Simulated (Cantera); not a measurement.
Charge: 1 mol Si, 0.0073 mol O2, 12 mol H2, held at 1225 K.

Cantera equilibrium calculation (NASA polynomials, part measured and part estimated; ideal gas, pure solids and liquids). Candidate condensed phases: H2O, Si, SiO2; 18 gas species. Mutual solubility and eutectic melting of coexisting phases are not modelled. The tables hold silica as quartz up to 1696 K and as liquid above; real silica turns to tridymite and cristobalite and melts near 1996 K. Rates play no part.

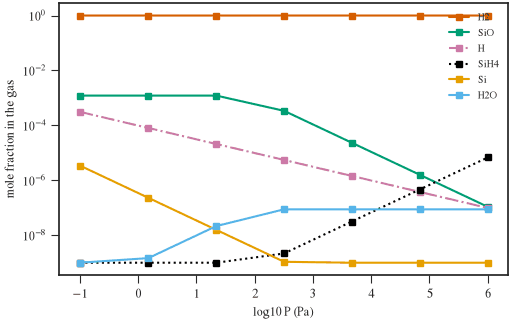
*Equilibrium gas composition (values under 1e-9 drawn at 1e-9)*

Question: Read off the mole fractions at 0.000750 Torr.

Answer: H2 about 1.00, SiO about 0.0012, H about 0.00031, Si about 3.5e-6.
